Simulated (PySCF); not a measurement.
**Cl6OSi2: density, localisation and related maps**

```xyz
9

Si   -1.3680    0.5860    0.4687
Cl   -1.9342   -1.0082    1.5994
Cl   -0.8395    2.1286    1.6838
Cl   -2.8738    1.1539   -0.7680
O    -0.0934    0.1625   -0.4643
Si    1.3681   -0.5588   -0.5947
Cl    2.4233   -0.2652    1.1191
Cl    2.3397    0.2815   -2.1641
Cl    1.1105   -2.5497   -0.9055
```

Geometry: PBE0-D3(BJ)/def2-SVP.

Method: PBE0/pcSseg-1, SCF density, gas phase, non-relativistic in PySCF 2.14.0.

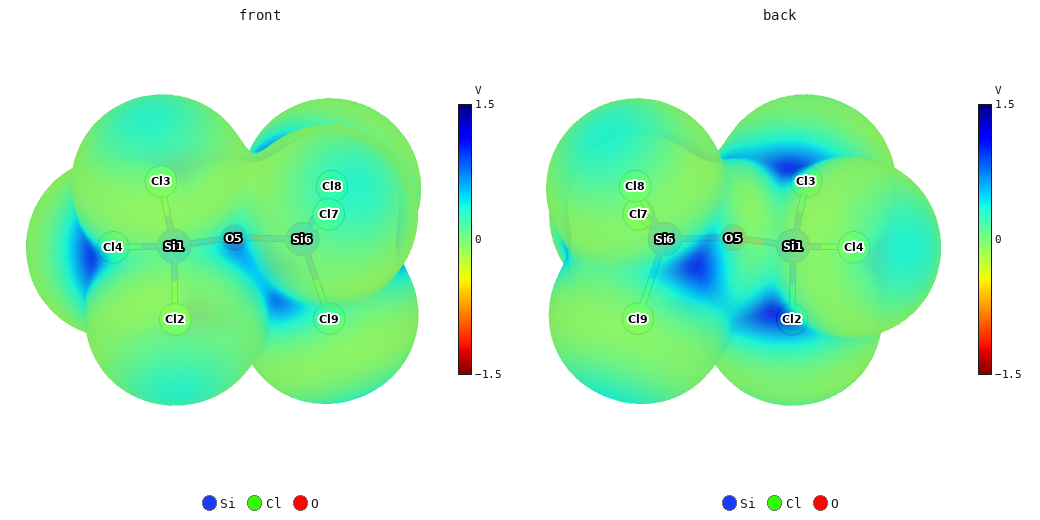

Figure 1. The electrostatic potential painted on the density surface at 0.001 e/bohr³, seen from the front and from behind; the colour scale runs from red (negative) to blue (positive).

**Where is the surface potential most negative and most positive?**

The most negative region (about −0.1 V) lies over the Cl and O atoms, the most positive (about +1.0 V) over Si1 and Si6.

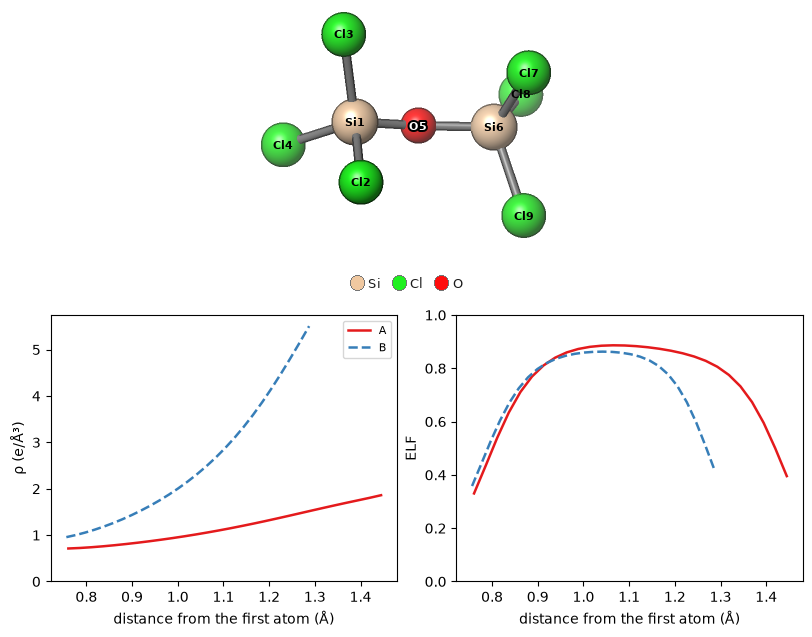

Figure 2. Electron density and electron localisation function along straight lines between neighbouring atoms. The curves leave out the atomic cores. The structure is drawn too.

**Which curve belongs to which contact (Si–Cl and Si–O)? The first atom named is at distance zero.**

Curve A: Si–Cl (2.03 Å): ρ is about 0.97 e/Å³ halfway; the ELF peaks at about 0.90 between the atoms: a shared but strongly polarised pair. Curve B: Si–O (1.63 Å): the density is about 1.1 e/Å³ at the midpoint; the ELF peaks at about 0.85 between the atoms: a polar covalent bond.
